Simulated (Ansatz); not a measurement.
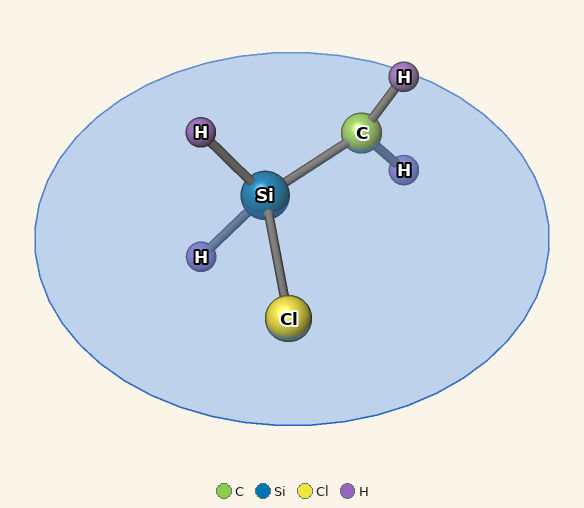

All proper rotation axes (lines) and mirror planes (discs) of the structure are drawn in. Distant atoms are faded towards the background colour. The species has charge −1 and is a spin singlet. The computed structure is the end point of a PBE-D4/def2-SVPD optimisation. No frequency run is at hand to confirm it as a minimum.

Name the symmetry elements and the point group.

Answer. It has 1 mirror plane. Point group Cs. The group has 2 operations. The geometry is achiral, and symmetry allows a dipole moment.
